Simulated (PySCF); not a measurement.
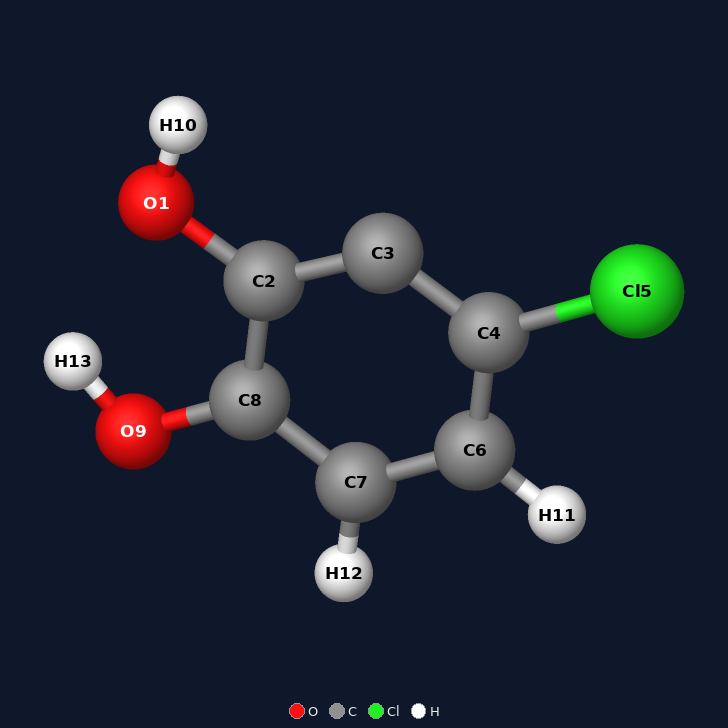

Charge 0, doublet. The geometry was computed by an optimisation with GFN2-xTB. No frequency run is at hand to confirm it as a minimum. Method: UKS B3LYP, pcH-1 on C Cl H O, non-relativistic (PySCF 2.14.0). Fermi-contact and spin-dipolar terms alone, no spin-orbit part.

### Which nucleus has the largest dipolar (anisotropic) hyperfine coupling?

13C at C3: principal values −78.1, −60.9, 139.0 MHz.

List the isotropic and dipolar parts for the most strongly coupled nuclei, one of each equivalent set.

```
atom  isotope  a_iso (MHz)   dipolar part (MHz)
  C3      13C        379.4  −78.1, −60.9, 139.0
  C2      13C         −8.1    −15.0, −4.4, 19.5
  C4      13C        −16.5    −13.8, −4.0, 17.8
 Cl5     35Cl          7.0     −7.1, −4.9, 12.0
 H10       1H          0.1     −6.5, −3.5, 10.0
  O1      17O        −13.0       −8.2, 2.3, 5.9
  C6      13C         35.6      −5.3, −1.3, 6.6
  O9      17O          1.3       −5.8, 2.0, 3.8
```
